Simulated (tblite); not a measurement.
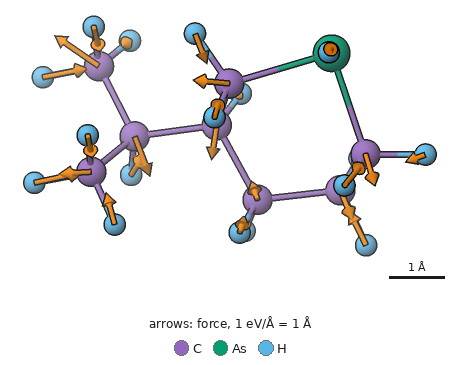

Starting geometry of C8H17As with the computed forces as orange arrows. A ball-and-stick model, seen at a tilt.

Computed with tblite, GFN2-xTB geometry optimisation, gas phase. 

Q: What follows when this structure is relaxed?

A: It isn't relaxed: the largest force vector, on a C atom, is 1.01 eV/Å. The final displacements follow the starting forces only in part (cosine between the two patterns 0.41). After 48 geometry steps the energy has fallen by 17.9 kJ/mol. The largest move after the best rigid fit is that of an H atom, 0.11 Å. By element the largest moves are H 0.11 Å, C 0.06 Å, As 0.04 Å. Some distances before and after: C–H 1.127 → 1.093 Å, As–H 1.548 → 1.515 Å, C–C 1.565 → 1.533 Å, C–H 1.113 → 1.087 Å. Bond angles that change, for instance: C–C–As 110.7° → 108.7°. Cost: 0.5 s on 1 thread of Arm Neoverse V1, on a shared host.
